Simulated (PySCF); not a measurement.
Vertical excitations of a molecule CH7ClOSi2 from TDDFT-PBE/def2-SVPD in PySCF, as energy in eV (oscillator strength): 5.95 (0.003), 6.02 (0.019), 6.40 (0.024), 6.77 (0.004), 6.86 (0.073), 6.89 (0.019), 7.00 (0.010), 7.15 (0.059), 7.17 (0.006), 7.20 (0.001). Lowest triplet (TDA): 5.68 eV. The structure is a stationary point at PBE-D3(BJ)/def2-SVP. Other conformers were not sampled.

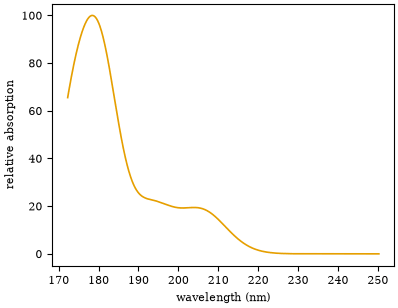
Figure: The lines broadened by 0.4 eV.

Task: Which molecule gave these data?
(A) CO[SiH2][SiH2]Cl
(B) O[SiH2]C[SiH2]Cl
(C) [SiH3]CO[SiH2]Cl
(D) C[Si@H](Cl)[SiH2]O

Result: C, [SiH3]CO[SiH2]Cl
